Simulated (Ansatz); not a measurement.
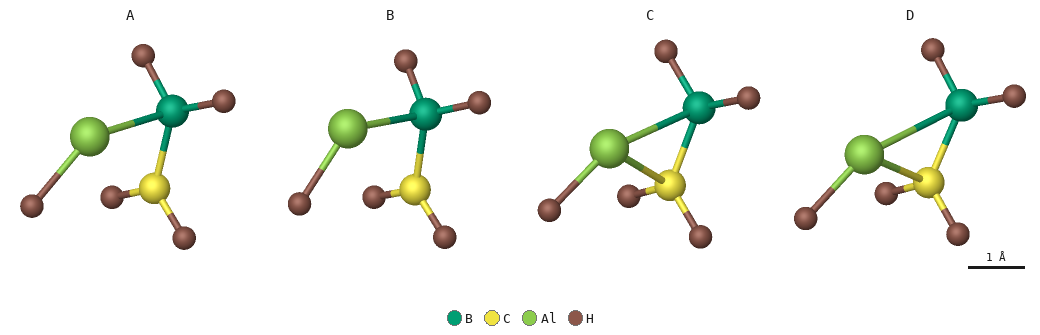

4 geometries from one relaxation of CH₅AlB (multiplicity 2), in shuffled order. A ball-and-stick model, seen from a free direction.

It is one of the separated reactants of a reaction.

All numbers below come from Ansatz 0.2.0, UKS PBE-D4/def2-SVP. (force threshold 0.03 eV/Å; at most 250 steps)

Put them in the order of the run, from the start to the converged end.

Answer. B, A, C, D. They are steps 0, 1, 3, 8, at +0.964 eV, +0.283 eV, +0.038 eV relative to the last. The atom that moves furthest after the best rigid fit is the Al atom (0.52 Å). By element the largest moves are Al 0.52 Å, B 0.40 Å, H 0.38 Å, C 0.27 Å. Near-neighbour distances that change, for instance: Al–C 2.638 → 2.063 Å, Al–B 2.007 → 2.410 Å, B–H 1.150 → 1.223 Å, C–H 1.060 → 1.110 Å. Among the angles between lasting bonds that change: C–B–Al 96.1° → 58.2°, B–Al–H 122.0° → 153.2°, H–B–H 110.9° → 118.3°. After 8 geometry steps the energy has fallen by 0.964 eV. The largest force component goes from 2.2 to 0.015 eV/Å. Cost: 46 s on 2 threads of AMD EPYC 7571, on a shared host.
